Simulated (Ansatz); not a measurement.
Start from TeS$_{2}$ in the CdI2 type structure (space group P-3m1, No. 164; a = 3.7920 Å, c = 5.7005 Å; a hypothetical phase, not in the database extracts checked; layered, stacked along the Cartesian z axis). Axes: x lies along a and z along c of the hexagonal cell.

One thing is altered: the symmetric strain tensor [-0.0204 0.0092 -0.0140; 0.0092 -0.0144 0.0075; -0.0140 0.0075 0.0181], atoms relaxed at fixed cell.

Method: PBE-D3(BJ)/PAW in Ansatz (a quantum-chemistry and plane-wave program), no SOC.

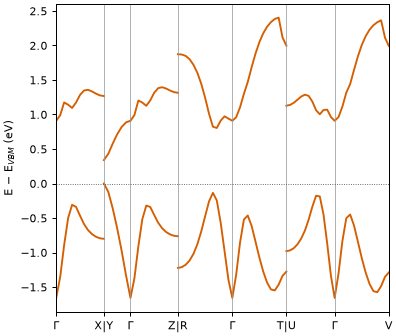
*Highest valence and lowest conduction band along the path of the changed cell's own zone*

The gap is 0.34 eV, direct at Y; the base has 0.12 eV.

With Te present, leaving out spin-orbit coupling can change the band edges. Stability against distortions was not tested. The zero or small gap of TeS2 can change with the level of theory. k-point labels follow each cell's own Brillouin zone.
